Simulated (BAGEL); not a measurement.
**HF/6-31G(d) (density fitting with qzvpp-jkfit, spherical functions) run of C3H6Al− (SMILES [AlH3-][CH]1C=C1)**

What is the vertical singlet–triplet gap of C3H6Al− at HF/6-31G* (density fitting with qzvpp-jkfit, spherical functions)? 

Program for the calculation: BAGEL 1.2.2.

2 further runs of the same task are left out: 2 that didn't finish. Runs told in other sessions of the task aren't counted.

## Step 1: The structure to begin with

C3H6Al−: 10 atoms, total charge -1, spin state singlet. SMILES: `[AlH3-][CH]1C=C1`. The shape comes from GFN2-xTB, which is rough for such elements, and wasn't checked as a minimum.

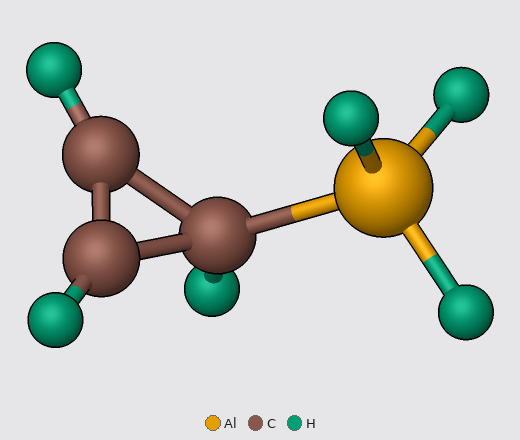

Viewed from a chosen angle; aluminium amber, carbon brown, hydrogen teal.

## Step 2: The energy at HF/6-31G(d) (density fitting with qzvpp-jkfit, spherical functions)

File input.json:

```json
{ "bagel": [

{
  "title": "molecule",
  "basis": "6-31gs.json",
  "df_basis": "qzvpp-jkfit",
  "angstrom": true,
  "geometry": [
    { "atom": "Al", "xyz": [      -1.170310,       0.750830,      -0.726950 ] },
    { "atom": "C", "xyz": [      -0.077570,      -0.649730,       0.272410 ] },
    { "atom": "C", "xyz": [       1.441100,      -0.742010,       0.075020 ] },
    { "atom": "C", "xyz": [       1.068550,      -0.236830,       1.203700 ] },
    { "atom": "H", "xyz": [      -1.737190,       0.125090,      -2.111880 ] },
    { "atom": "H", "xyz": [      -2.417120,       1.248100,       0.183010 ] },
    { "atom": "H", "xyz": [      -0.174840,       1.993820,      -1.041410 ] },
    { "atom": "H", "xyz": [      -0.502130,      -1.639080,       0.575290 ] },
    { "atom": "H", "xyz": [       2.233980,      -1.034240,      -0.576290 ] },
    { "atom": "H", "xyz": [       1.335510,       0.184050,       2.147110 ] }
  ]
},

{
  "title": "hf",
  "charge": -1
},

{
  "title": "print",
  "file": "orbitals.molden",
  "orbitals": true
}

]}
```

The basis set 6-31G* is read from a file made from the Basis Set Exchange's data (not shown).

Launch:

```sh
$ BAGEL_NUM_THREADS=1 BAGEL input.json > input.out
```

Output:

```text
* using 1 threads per process

  ===============================================================
  ===============================================================

  *** Geometry ***

  { "atom" : "Al", "xyz" : [     -2.211565,      1.418863,     -1.373736 ] },
  { "atom" : "C", "xyz" : [     -0.146586,     -1.227812,      0.514780 ] },
  { "atom" : "C", "xyz" : [      2.723284,     -1.402196,      0.141767 ] },
  { "atom" : "C", "xyz" : [      2.019267,     -0.447544,      2.274663 ] },
  { "atom" : "H", "xyz" : [     -3.282813,      0.236386,     -3.990875 ] },
  { "atom" : "H", "xyz" : [     -4.567695,      2.358567,      0.345839 ] },
  { "atom" : "H", "xyz" : [     -0.330400,      3.767774,     -1.967980 ] },
  { "atom" : "H", "xyz" : [     -0.948888,     -3.097412,      1.087141 ] },
  { "atom" : "H", "xyz" : [      4.221610,     -1.954430,     -1.089030 ] },
  { "atom" : "H", "xyz" : [      2.523748,      0.347804,      4.057450 ] },

  Number of auxiliary basis functions:      461

  Since a DF basis is specified, we compute 2- and 3-index integrals:
    o Being stored without compression. Storage requirement is 0.019 GB

  Number of basis functions:       72
  Number of electrons      :       37

    * METHOD: MOLECULE                             0.16

  *** RHF ***

  === Nuclear Repulsion ===
   132.5158094401

      * DIIS with orbital gradients will be used.

  === RHF iteration (6-31gs.json) ===
      0       -358.74900532          0.01656374           0.02
      1       -358.85191558          0.00744923           0.02
      2       -358.87047153          0.00168247           0.02
      3       -358.87184686          0.00025892           0.02
      4       -358.87188110          0.00008347           0.02
      5       -358.87188603          0.00002364           0.03
      6       -358.87188653          0.00000589           0.02
      7       -358.87188657          0.00000171           0.02
      8       -358.87188657          0.00000042           0.02
      9       -358.87188657          0.00000014           0.02
     10       -358.87188657          0.00000006           0.02
     11       -358.87188657          0.00000003           0.02
     12       -358.87188657          0.00000001           0.02
     13       -358.87188657          0.00000001           0.02
    * SCF iteration converged.

    * Permanent dipole moment:
           (   -1.922420,     1.241708,    -1.205602) a.u.

    * METHOD: HF                                   0.41

    * METHOD: PRINT                                0.01

  ===============================================================
```

Run time: 0.72 s. Hardware: 1 thread of AMD EPYC 9B45 (Zen 5), shared host; peak memory 0.1 GiB.

## Step 3: The triplet at the same level

input.json, as its differences from that of step 2:

```diff
@@ -6,3 +6,3 @@
   "df_basis": "qzvpp-jkfit",
-  "angstrom": true,
+  "angstrom": "true",
   "geometry": [
@@ -22,4 +22,5 @@
 {
-  "title": "hf",
-  "charge": -1
+  "title": "uhf",
+  "charge": -1,
+  "nopen": 2
 },
@@ -29,3 +30,3 @@
   "file": "orbitals.molden",
-  "orbitals": true
+  "orbitals": "true"
 }
```

The basis set 6-31G* is read from a file made from the Basis Set Exchange's data (not shown).

Launch:

```sh
$ BAGEL_NUM_THREADS=1 BAGEL input.json > input.out
```

Output:

```text
* using 1 threads per process

  ===============================================================
  ===============================================================

  *** Geometry ***

  { "atom" : "Al", "xyz" : [     -2.211565,      1.418863,     -1.373736 ] },
  { "atom" : "C", "xyz" : [     -0.146586,     -1.227812,      0.514780 ] },
  { "atom" : "C", "xyz" : [      2.723284,     -1.402196,      0.141767 ] },
  { "atom" : "C", "xyz" : [      2.019267,     -0.447544,      2.274663 ] },
  { "atom" : "H", "xyz" : [     -3.282813,      0.236386,     -3.990875 ] },
  { "atom" : "H", "xyz" : [     -4.567695,      2.358567,      0.345839 ] },
  { "atom" : "H", "xyz" : [     -0.330400,      3.767774,     -1.967980 ] },
  { "atom" : "H", "xyz" : [     -0.948888,     -3.097412,      1.087141 ] },
  { "atom" : "H", "xyz" : [      4.221610,     -1.954430,     -1.089030 ] },
  { "atom" : "H", "xyz" : [      2.523748,      0.347804,      4.057450 ] },

  Number of auxiliary basis functions:      461

  Since a DF basis is specified, we compute 2- and 3-index integrals:
    o Being stored without compression. Storage requirement is 0.019 GB

  Number of basis functions:       72
  Number of electrons      :       37

    * METHOD: MOLECULE                             0.13

  *** Open-shell HF ***

  === Nuclear Repulsion ===
   132.5158094401

      * DIIS with orbital gradients will be used.

  === UHF iteration (6-31gs.json) ===
      0       -358.62955494          0.03161226           0.05
      1       -358.73971132          0.01476590           0.05
      2       -358.76065574          0.00759096           0.05
      3       -358.76719540          0.00222251           0.05
      4       -358.77035092          0.00145424           0.05
      5       -358.77185521          0.00096767           0.05
      6       -358.77296780          0.00026394           0.05
      7       -358.77301577          0.00016040           0.05
      8       -358.77305188          0.00008607           0.05
      9       -358.77306141          0.00004200           0.05
     10       -358.77306386          0.00001599           0.05
     11       -358.77306417          0.00000500           0.05
     12       -358.77306422          0.00000244           0.05
     13       -358.77306424          0.00000106           0.05
     14       -358.77306424          0.00000044           0.05
     15       -358.77306424          0.00000022           0.05
     16       -358.77306424          0.00000011           0.05
     17       -358.77306424          0.00000007           0.05
     18       -358.77306424          0.00000004           0.05
     19       -358.77306424          0.00000002           0.05
     20       -358.77306424          0.00000001           0.05
    * SCF iteration converged.

    * S^2 (UHF) is 2.0335

    * Permanent dipole moment:
           (   -1.582938,     1.232117,    -1.087641) a.u.

    * METHOD: UHF                                  1.11

    * METHOD: PRINT                                0.01

  ===============================================================
```

Run time: 1.4 s. Hardware: 1 thread of AMD EPYC 9B45 (Zen 5), shared host; peak memory 0.098 GiB.

## Step 4: Results

Level: HF/6-31G* (density fitting with qzvpp-jkfit, spherical functions).

```
                                                      quantity          value
                                         singlet: total energy  -358.87189 Eh
                                          singlet: HOMO energy       -3.61 eV
                                          singlet: LUMO energy        8.63 eV
singlet: HOMO–LUMO gap (to an unbound level, set by the basis)       12.24 eV
                                         triplet: total energy  -358.77306 Eh
                                                 triplet: ⟨S²⟩          2.034
              vertical energy of the triplet above the singlet       2.689 eV
```

In words: At this shape the triplet lies 2.69 eV (259 kJ/mol) above the singlet.
